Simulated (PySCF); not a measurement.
# H2O3Si2: relaxation and vibrations and intensities

Aim: for H2O3Si2, 2 runs in a chain (relaxation and vibrations and intensities).

Computed with PySCF 2.14.0 (relaxation, pbe0, def2-tzvp, and further levels as typed in the inputs, unless a step's input says otherwise).

**1. Starting point**

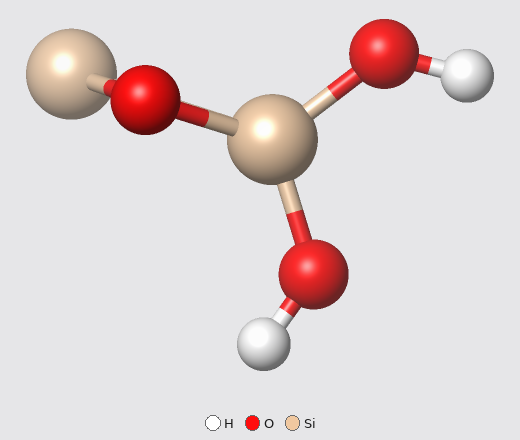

The starting structure, seen face on (hydrogen white, oxygen red, silicon light orange).

Coordinates:

```xyz
7

H    -0.3690    2.1675    1.5359
O     0.5438    1.8825    1.4447
Si    1.1187    0.8146    0.4360
O     0.0084    0.3813   -0.5974
H     0.1169   -0.1775   -1.3712
O     2.7029    0.9063   -0.0465
Si    3.2090   -0.4225    0.7995
```

**2. Relaxation: H2O3Si2, charge +1**

Input file run.py:

```python
from pyscf import gto, dft
from pyscf.geomopt.geometric_solver import optimize
mol = gto.M(atom="mol.xyz", basis="def2-tzvp", charge=1, spin=1, verbose=4)
mf = dft.UKS(mol, xc="pbe0").density_fit().run(conv_tol=1e-9)
for i in range(6):  # look for a lower solution of the same spin
    mo, _, ok, _ = mf.stability(return_status=True)
    if ok: break
    mf.kernel(mf.make_rdm1(mo, mf.mo_occ))
print(f"converged SCF energy = {mf.e_tot:.10f}, stable: {ok}")
mf = mf.newton()  # steadier than the usual iterations for open shells
m = optimize(mf, maxsteps=60)
print("optimised structure (A):")
for k in range(m.natm): print(m.atom_symbol(k), *(f"{x:.8f}" for x in m.atom_coords(unit="A")[k]))
```

The run is started by

```
$ python run.py
```

Standard output:

```text
[INPUT] num. atoms = 7
[INPUT] num. electrons = 53
[INPUT] charge = 1
[INPUT] spin (= nelec alpha-beta = 2S) = 1
[INPUT] symmetry False subgroup None
[INPUT] Mole.unit = angstrom
[INPUT] Symbol           X                Y                Z      unit          X                Y                Z       unit  Magmom
[INPUT]  1 H     -0.369000000000   2.167500000000   1.535900000000 AA   -0.697308939965   4.095981374995   2.902430354719 Bohr   0.0
[INPUT]  2 O      0.543800000000   1.882500000000   1.444700000000 AA    1.027633066538   3.557409429494   2.730087332159 Bohr   0.0
[INPUT]  3 Si     1.118700000000   0.814600000000   0.436000000000 AA    2.114036615551   1.539370901071   0.823920590310 Bohr   0.0
[INPUT]  4 O      0.008400000000   0.381300000000  -0.597400000000 AA    0.015873699446   0.720552571297  -1.128922386815 Bohr   0.0
[INPUT]  5 H      0.116900000000  -0.177500000000  -1.371200000000 AA    0.220908983962  -0.335426387110  -2.591192462004 Bohr   0.0
[INPUT]  6 O      2.702900000000   0.906300000000  -0.046500000000 AA    5.107740742087   1.712658786693  -0.087872264792 Bohr   0.0
[INPUT]  7 Si     3.209000000000  -0.422500000000   0.799500000000 AA    6.064131133729  -0.798409287629   1.510836036590 Bohr   0.0

nuclear repulsion = 283.537646406896
number of shells = 67
number of NR pGTOs = 280
number of NR cGTOs = 179
basis = def2-tzvp
ecp = {}

******** <class 'pyscf.df.df_jk.DFUKS'> ********
method = DFUKS
initial guess = minao
damping factor = 0
level_shift factor = 0
DIIS = <class 'pyscf.scf.diis.CDIIS'>
diis_start_cycle = 1
diis_space = 8
diis_damp = 0
SCF conv_tol = 1e-09
SCF conv_tol_grad = None
SCF max_cycles = 50
direct_scf = False
number electrons alpha = 27  beta = 26
XC library pyscf.dft.libxc version 7.0.0
    S. Lehtola, C. Steigemann, M. J.T. Oliveira, and M. A.L. Marques.,  SoftwareX 7, 1–5 (2018)
XC functionals = pbe0
    C. Adamo and V. Barone.,  J. Chem. Phys. 110, 6158 (1999)
    M. Ernzerhof and G. E. Scuseria.,  J. Chem. Phys. 110, 5029 (1999)
radial grids:
    Treutler-Ahlrichs [JCP 102, 346 (1995); DOI:10.1063/1.469408] (M4) radial grids

becke partition: Becke, JCP 88, 2547 (1988); DOI:10.1063/1.454033
pruning grids: <function nwchem_prune at 0xe0c7fd6440e0>
grids dens level: 3
symmetrized grids: False
atomic radii adjust function: <function treutler_atomic_radii_adjust at 0xe0c7fd6447c0>
small_rho_cutoff = 0
Set gradient conv threshold to 3.16228e-05
tot grids = 100224
******** <class 'pyscf.df.df.DF'> ********
auxbasis = def2-tzvp-jkfit
init E= -806.267585487153
[... the frontier-level lines of each cycle are left out ...]


cycle= 1 E= -805.069893307255  delta_E=  1.2  |g|= 0.84  |ddm|= 1.67
cycle= 2 E= -804.286843041156  delta_E= 0.783  |g|= 1.61  |ddm|= 1.29
cycle= 3 E= -805.312574378961  delta_E= -1.03  |g|= 0.216  |ddm|= 0.897
cycle= 4 E= -805.326764250452  delta_E= -0.0142  |g|= 0.121  |ddm|= 0.169
cycle= 5 E= -805.331933419001  delta_E= -0.00517  |g|= 0.0154  |ddm|= 0.0653
cycle= 6 E= -805.332057983031  delta_E= -0.000125  |g|= 0.00559  |ddm|= 0.0171
cycle= 7 E= -805.332075852227  delta_E= -1.79e-05  |g|= 0.00293  |ddm|= 0.00693
cycle= 8 E= -805.332081270061  delta_E= -5.42e-06  |g|= 0.00139  |ddm|= 0.00338
cycle= 9 E= -805.332082692572  delta_E= -1.42e-06  |g|= 0.000415  |ddm|= 0.0018
cycle= 10 E= -805.332082997968  delta_E= -3.05e-07  |g|= 0.000138  |ddm|= 0.0011
cycle= 11 E= -805.332083044275  delta_E= -4.63e-08  |g|= 5.51e-05  |ddm|= 0.000447
cycle= 12 E= -805.332083049193  delta_E= -4.92e-09  |g|= 3.87e-05  |ddm|= 0.000133
cycle= 13 E= -805.332083051067  delta_E= -1.87e-09  |g|= 1.02e-05  |ddm|= 8.72e-05
cycle= 14 E= -805.332083051269  delta_E= -2.02e-10  |g|= 8.94e-06  |ddm|= 2.85e-05
Extra cycle  E= -805.33208305127  delta_E= -4.55e-13  |g|= 1.54e-05  |ddm|= 1.66e-05
converged SCF energy = -805.33208305127  <S^2> = 0.75981167  2S+1 = 2.0097877
uhf_internal: lowest eigs of H = [0.11983067 0.20182144 0.22416389]
<class 'pyscf.df.df_jk.DFUKS'> wavefunction is stable in the internal stability analysis
converged SCF energy = -805.3320830513, stable: True
Create scanner for <class 'pyscf.df.grad.uks.Gradients'>
Create scanner for <class 'pyscf.soscf.newton_ah.SecondOrderDFUKS'>

Geometry optimization cycle 1
Cartesian coordinates (Angstrom)
 Atom        New coordinates             dX        dY        dZ
   H  -0.369000   2.167500   1.535900    0.000000  0.000000  0.000000
   O   0.543800   1.882500   1.444700    0.000000 -0.000000  0.000000
  Si   1.118700   0.814600   0.436000    0.000000  0.000000  0.000000
   O   0.008400   0.381300  -0.597400    0.000000  0.000000  0.000000
   H   0.116900  -0.177500  -1.371200    0.000000  0.000000  0.000000
   O   2.702900   0.906300  -0.046500   -0.000000  0.000000  0.000000
  Si   3.209000  -0.422500   0.799500    0.000000  0.000000 -0.000000

WARN: Mole.unit (angstrom) is changed to Bohr

New geometry
   1 H     -0.369000000000   2.167500000000   1.535900000000 AA   -0.697308939965   4.095981374995   2.902430354719 Bohr
   2 O      0.543800000000   1.882500000000   1.444700000000 AA    1.027633066538   3.557409429494   2.730087332159 Bohr
   3 Si     1.118700000000   0.814600000000   0.436000000000 AA    2.114036615551   1.539370901071   0.823920590310 Bohr
   4 O      0.008400000000   0.381300000000  -0.597400000000 AA    0.015873699446   0.720552571297  -1.128922386815 Bohr
   5 H      0.116900000000  -0.177500000000  -1.371200000000 AA    0.220908983962  -0.335426387110  -2.591192462004 Bohr
   6 O      2.702900000000   0.906300000000  -0.046500000000 AA    5.107740742087   1.712658786693  -0.087872264792 Bohr
   7 Si     3.209000000000  -0.422500000000   0.799500000000 AA    6.064131133729  -0.798409287629   1.510836036590 Bohr

******** <class 'pyscf.scf.hf.SecondOrderDFUKS_Scanner'> ********
method = SecondOrderDFUKS_Scanner
initial guess = minao
damping factor = 0
level_shift factor = 0
DIIS = <class 'pyscf.scf.diis.CDIIS'>
diis_start_cycle = 1
diis_space = 8
diis_damp = 0
SCF conv_tol = 1e-09
SCF conv_tol_grad = None
SCF max_cycles = 50
direct_scf = False
number electrons alpha = 27  beta = 26
XC library pyscf.dft.libxc version 7.0.0
    S. Lehtola, C. Steigemann, M. J.T. Oliveira, and M. A.L. Marques.,  SoftwareX 7, 1–5 (2018)
XC functionals = pbe0
    C. Adamo and V. Barone.,  J. Chem. Phys. 110, 6158 (1999)
    M. Ernzerhof and G. E. Scuseria.,  J. Chem. Phys. 110, 5029 (1999)
radial grids:
    Treutler-Ahlrichs [JCP 102, 346 (1995); DOI:10.1063/1.469408] (M4) radial grids

becke partition: Becke, JCP 88, 2547 (1988); DOI:10.1063/1.454033
pruning grids: <function nwchem_prune at 0xe0c7fd6440e0>
grids dens level: 3
symmetrized grids: False
atomic radii adjust function: <function treutler_atomic_radii_adjust at 0xe0c7fd6447c0>
small_rho_cutoff = 0
******** <class 'pyscf.df.df_jk.DFUKS'> Newton solver flags ********
SCF tol = 1e-09
conv_tol_grad = None
max. SCF cycles = 50
direct_scf = False
max_cycle_inner = 12
max_stepsize = 0.05
ah_start_tol = 1e+09
ah_level_shift = 0
ah_conv_tol = 1e-12
ah_lindep = 1e-14
ah_start_cycle = 1
ah_max_cycle = 40
ah_grad_trust_region = 2.5
kf_interval = 4
kf_trust_region = 5
canonicalization = True
Set conv_tol_grad to 3.16228e-05
tot grids = 100224
******** <class 'pyscf.df.df.DF'> ********
auxbasis = def2-tzvp-jkfit
Initial guess E= -805.332083051064  |g|= 2.94102e-05
macro= 0  E= -805.332083051381  delta_E= -3.16732e-10  |g|= 2.94102e-05  1 KF 3 JK
Canonicalize SCF orbitals
macro X = 1  E=-805.332083051381  |g|= 2.94102e-05  total 2 KF 5 JK
converged SCF energy = -805.332083051381  <S^2> = 0.75981233  2S+1 = 2.0097884

******** <class 'pyscf.grad.rhf.Gradients_Scanner'> for <class 'pyscf.scf.hf.SecondOrderDFUKS_Scanner'> ********
unit = Eh/Bohr
grid_response = False
--------------- SecondOrderDFUKS_Scanner gradients ---------------
         x                y                z
0 H     0.0017540465     0.0014811948     0.0015465292
1 O    -0.0140072519    -0.0015115614    -0.0044900839
2 Si     0.0051619985    -0.0012442394    -0.0012740049
3 O     0.0016816162     0.0050116839     0.0078478438
[... 522 lines left out ...]
******** <class 'pyscf.df.df.DF'> ********
auxbasis = def2-tzvp-jkfit
Initial guess E= -805.334403090681  |g|= 0.000826361
macro= 0  E= -805.334403584231  delta_E= -4.9355e-07  |g|= 6.85262e-05  2 KF 8 JK
macro= 1  E= -805.334403584231  delta_E= 9.09495e-13  |g|= 9.17132e-06  1 KF 2 JK
Canonicalize SCF orbitals
macro X = 2  E=-805.334403584231  |g|= 9.17132e-06  total 4 KF 13 JK
converged SCF energy = -805.334403584231  <S^2> = 0.75970222  2S+1 = 2.0096788

******** <class 'pyscf.grad.rhf.Gradients_Scanner'> for <class 'pyscf.scf.hf.SecondOrderDFUKS_Scanner'> ********
unit = Eh/Bohr
grid_response = False
--------------- SecondOrderDFUKS_Scanner gradients ---------------
         x                y                z
0 H     0.0000405344    -0.0000330286    -0.0001160903
1 O    -0.0000949575     0.0001291422     0.0002848983
2 Si    -0.0001294346    -0.0000384702    -0.0002717308
3 O    -0.0001779731    -0.0001532847     0.0001352231
4 H    -0.0000040130     0.0000182546    -0.0000863247
5 O     0.0003460489    -0.0001062694     0.0000784652
6 Si    -0.0000408789     0.0001344994    -0.0000649764
----------------------------------------------
cycle 7: E = -805.334403584  dE = -4.01236e-06  norm(grad) = 0.000676449

Geometry optimization cycle 8
Cartesian coordinates (Angstrom)
 Atom        New coordinates             dX        dY        dZ
   H  -0.268540   2.148487   1.619354    0.002837  0.001348  0.004297
   O   0.641879   1.887886   1.442360    0.002176  0.001465  0.000624
  Si   1.072451   0.790379   0.388325    0.000994  0.001499  0.000671
   O  -0.024794   0.365350  -0.667410    0.002030  0.003486 -0.000990
   H   0.086123  -0.185378  -1.447586    0.001678  0.001366  0.000529
   O   2.661088   0.901905  -0.051671    0.000266 -0.001408 -0.000538
  Si   3.179461  -0.341117   0.908192   -0.000425 -0.000752  0.001475
New geometry
   1 H     -0.268540293828   2.148486713000   1.619354416446 AA   -0.507467608746   4.060051469837   3.060136345689 Bohr
   2 O      0.641879328984   1.887885836017   1.442359952345 AA    1.212976136799   3.567587184517   2.725665282973 Bohr
   3 Si     1.072451429205   0.790379408718   0.388324756979 AA    2.026639483096   1.493600616973   0.733827438078 Bohr
   4 O     -0.024793859968   0.365349718086  -0.667410322198 AA   -0.046853604911   0.690410906869  -1.261222721662 Bohr
   5 H      0.086122684083  -0.185377965093  -1.447585634270 AA    0.162748286029  -0.350313583556  -2.735540390625 Bohr
   6 O      2.661088246008   0.901905146475  -0.051670633226 AA    5.028727978253   1.704353717174  -0.097643345480 Bohr
   7 Si     3.179461322855  -0.341117415090   0.908192388210 AA    6.008311123843  -0.644618490840   1.716234882131 Bohr

******** <class 'pyscf.scf.hf.SecondOrderDFUKS_Scanner'> ********
method = SecondOrderDFUKS_Scanner
initial guess = minao
damping factor = 0
level_shift factor = 0
DIIS = <class 'pyscf.scf.diis.CDIIS'>
diis_start_cycle = 1
diis_space = 8
diis_damp = 0
SCF conv_tol = 1e-09
SCF conv_tol_grad = None
SCF max_cycles = 50
direct_scf = False
number electrons alpha = 27  beta = 26
XC library pyscf.dft.libxc version 7.0.0
    S. Lehtola, C. Steigemann, M. J.T. Oliveira, and M. A.L. Marques.,  SoftwareX 7, 1–5 (2018)
XC functionals = pbe0
    C. Adamo and V. Barone.,  J. Chem. Phys. 110, 6158 (1999)
    M. Ernzerhof and G. E. Scuseria.,  J. Chem. Phys. 110, 5029 (1999)
radial grids:
    Treutler-Ahlrichs [JCP 102, 346 (1995); DOI:10.1063/1.469408] (M4) radial grids

becke partition: Becke, JCP 88, 2547 (1988); DOI:10.1063/1.454033
pruning grids: <function nwchem_prune at 0xe0c7fd6440e0>
grids dens level: 3
symmetrized grids: False
atomic radii adjust function: <function treutler_atomic_radii_adjust at 0xe0c7fd6447c0>
small_rho_cutoff = 0
******** <class 'pyscf.df.df_jk.DFUKS'> Newton solver flags ********
SCF tol = 1e-09
conv_tol_grad = None
max. SCF cycles = 50
direct_scf = False
max_cycle_inner = 12
max_stepsize = 0.05
ah_start_tol = 1e+09
ah_level_shift = 0
ah_conv_tol = 1e-12
ah_lindep = 1e-14
ah_start_cycle = 1
ah_max_cycle = 40
ah_grad_trust_region = 2.5
kf_interval = 4
kf_trust_region = 5
canonicalization = True
Set conv_tol_grad to 3.16228e-05
tot grids = 100224
******** <class 'pyscf.df.df.DF'> ********
auxbasis = def2-tzvp-jkfit
Initial guess E= -805.33440488523  |g|= 0.000470417
macro= 0  E= -805.334405026559  delta_E= -1.41328e-07  |g|= 6.29319e-05  2 KF 8 JK
macro= 1  E= -805.334405026555  delta_E= 3.41061e-12  |g|= 1.2035e-05  1 KF 2 JK
Canonicalize SCF orbitals
macro X = 2  E=-805.334405026555  |g|= 1.2035e-05  total 4 KF 13 JK
converged SCF energy = -805.334405026555  <S^2> = 0.75969784  2S+1 = 2.0096744

******** <class 'pyscf.grad.rhf.Gradients_Scanner'> for <class 'pyscf.scf.hf.SecondOrderDFUKS_Scanner'> ********
unit = Eh/Bohr
grid_response = False
--------------- SecondOrderDFUKS_Scanner gradients ---------------
         x                y                z
0 H     0.0000016821    -0.0000101104    -0.0000549853
1 O    -0.0000388754    -0.0000390670     0.0000946100
2 Si     0.0000009908     0.0001173833    -0.0000628367
3 O     0.0000044706    -0.0001231056     0.0000594250
4 H    -0.0000203370     0.0000269917    -0.0000442881
5 O    -0.0000208094    -0.0000207006    -0.0001048757
6 Si     0.0000115975    -0.0000039655     0.0000710100
----------------------------------------------
cycle 8: E = -805.334405027  dE = -1.44232e-06  norm(grad) = 0.000267784

Geometry optimization cycle 9
Cartesian coordinates (Angstrom)
 Atom        New coordinates             dX        dY        dZ
   H  -0.265720   2.150301   1.622582    0.002821  0.001815  0.003227
   O   0.644176   1.889443   1.443231    0.002297  0.001557  0.000871
  Si   1.073626   0.791656   0.389326    0.001174  0.001276  0.001001
   O  -0.023093   0.368895  -0.667794    0.001701  0.003545 -0.000384
   H   0.087589  -0.183563  -1.446740    0.001466  0.001815  0.000845
   O   2.662116   0.901642  -0.050628    0.001028 -0.000263  0.001042
  Si   3.179410  -0.342533   0.908509   -0.000051 -0.001416  0.000317
New geometry
   1 H     -0.265719522832   2.150301334900   1.622581682429 AA   -0.502137124103   4.063480608248   3.066234994526 Bohr
   2 O      0.644176467902   1.889442844567   1.443230777597 AA    1.217317100224   3.570529504250   2.727310904201 Bohr
   3 Si     1.073625576422   0.791655599713   0.389325898849 AA    2.028858299766   1.496012268436   0.735719322025 Bohr
   4 O     -0.023093345851   0.368894720702  -0.667793872719 AA   -0.043640098959   0.697109990926  -1.261947527102 Bohr
   5 H      0.087588706269  -0.183563188563  -1.446740180539 AA    0.165518666453  -0.346884152937  -2.733942714623 Bohr
   6 O      2.662115997748   0.901642289948  -0.050628200649 AA    5.030670147566   1.703856990327  -0.095673433405 Bohr
   7 Si     3.179409831563  -0.342533078895   0.908508977432 AA    6.008213819404  -0.647293707715   1.716833149054 Bohr

******** <class 'pyscf.scf.hf.SecondOrderDFUKS_Scanner'> ********
method = SecondOrderDFUKS_Scanner
initial guess = minao
damping factor = 0
level_shift factor = 0
DIIS = <class 'pyscf.scf.diis.CDIIS'>
diis_start_cycle = 1
diis_space = 8
diis_damp = 0
SCF conv_tol = 1e-09
SCF conv_tol_grad = None
SCF max_cycles = 50
direct_scf = False
number electrons alpha = 27  beta = 26
XC library pyscf.dft.libxc version 7.0.0
    S. Lehtola, C. Steigemann, M. J.T. Oliveira, and M. A.L. Marques.,  SoftwareX 7, 1–5 (2018)
XC functionals = pbe0
    C. Adamo and V. Barone.,  J. Chem. Phys. 110, 6158 (1999)
    M. Ernzerhof and G. E. Scuseria.,  J. Chem. Phys. 110, 5029 (1999)
radial grids:
    Treutler-Ahlrichs [JCP 102, 346 (1995); DOI:10.1063/1.469408] (M4) radial grids

becke partition: Becke, JCP 88, 2547 (1988); DOI:10.1063/1.454033
pruning grids: <function nwchem_prune at 0xe0c7fd6440e0>
grids dens level: 3
symmetrized grids: False
atomic radii adjust function: <function treutler_atomic_radii_adjust at 0xe0c7fd6447c0>
small_rho_cutoff = 0
******** <class 'pyscf.df.df_jk.DFUKS'> Newton solver flags ********
SCF tol = 1e-09
conv_tol_grad = None
max. SCF cycles = 50
direct_scf = False
max_cycle_inner = 12
max_stepsize = 0.05
ah_start_tol = 1e+09
ah_level_shift = 0
ah_conv_tol = 1e-12
ah_lindep = 1e-14
ah_start_cycle = 1
ah_max_cycle = 40
ah_grad_trust_region = 2.5
kf_interval = 4
kf_trust_region = 5
canonicalization = True
Set conv_tol_grad to 3.16228e-05
tot grids = 100224
******** <class 'pyscf.df.df.DF'> ********
auxbasis = def2-tzvp-jkfit
Initial guess E= -805.334405398504  |g|= 0.000320784
macro= 0  E= -805.334405466738  delta_E= -6.82346e-08  |g|= 3.81844e-05  2 KF 7 JK
macro= 1  E= -805.33440546674  delta_E= -1.13687e-12  |g|= 1.15979e-05  1 KF 2 JK
Canonicalize SCF orbitals
macro X = 2  E=-805.33440546674  |g|= 1.15979e-05  total 4 KF 12 JK
converged SCF energy = -805.33440546674  <S^2> = 0.75969488  2S+1 = 2.0096715

******** <class 'pyscf.grad.rhf.Gradients_Scanner'> for <class 'pyscf.scf.hf.SecondOrderDFUKS_Scanner'> ********
unit = Eh/Bohr
grid_response = False
--------------- SecondOrderDFUKS_Scanner gradients ---------------
         x                y                z
0 H    -0.0000291066     0.0000133852    -0.0000137633
1 O     0.0000016240    -0.0001137708    -0.0000282685
2 Si     0.0000749026     0.0001376115     0.0000277701
3 O     0.0000808386    -0.0000931876     0.0000286249
4 H    -0.0000155361     0.0000321605    -0.0000139623
5 O    -0.0002073217     0.0000335944    -0.0001563841
6 Si     0.0000311468    -0.0000620953     0.0001121588
----------------------------------------------
cycle 9: E = -805.334405467  dE = -4.40184e-07  norm(grad) = 0.000379158
optimised structure (A):
H -0.26571952 2.15030133 1.62258168
O 0.64417647 1.88944284 1.44323078
Si 1.07362558 0.79165560 0.38932590
O -0.02309335 0.36889472 -0.66779387
H 0.08758871 -0.18356319 -1.44674018
O 2.66211600 0.90164229 -0.05062820
Si 3.17940983 -0.34253308 0.90850898
```

It took 4.6 min on 8 threads of Arm Neoverse N1, shared host.

[end of part 1 of 2]
